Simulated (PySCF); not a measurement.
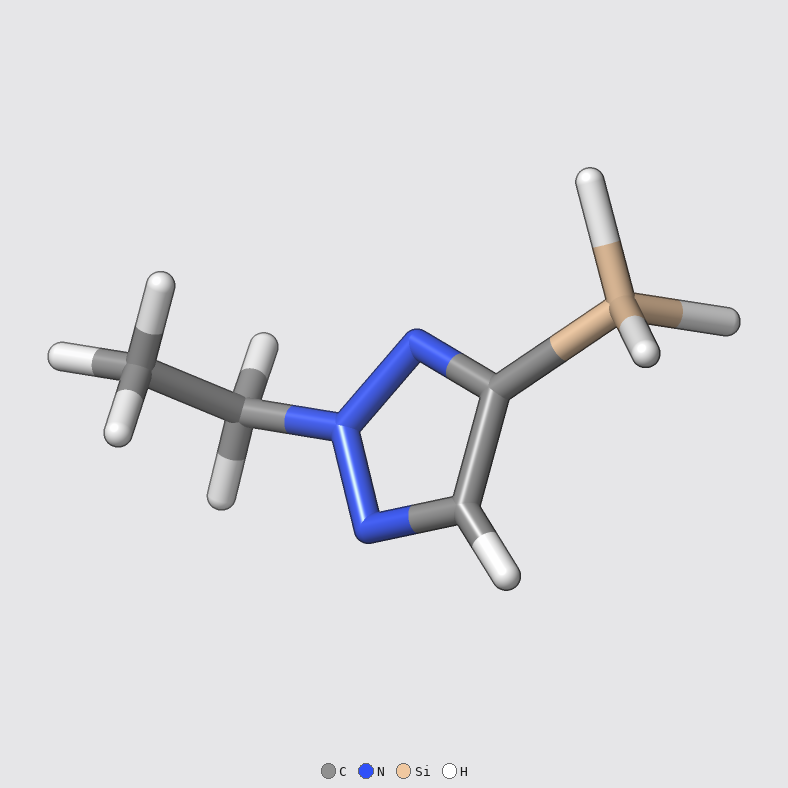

The computed structure is the end point of a GFN2-xTB optimisation. No frequency run is at hand to confirm it as a minimum.

Draw it as a skeletal formula.

SMILES: CCn1ncc([SiH3])n1

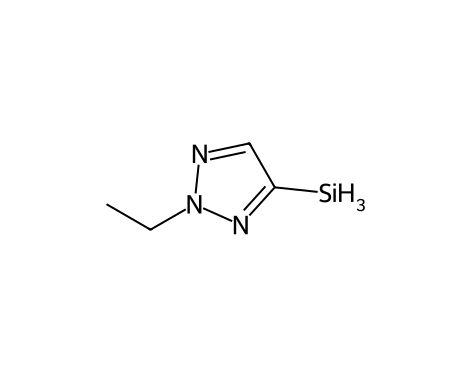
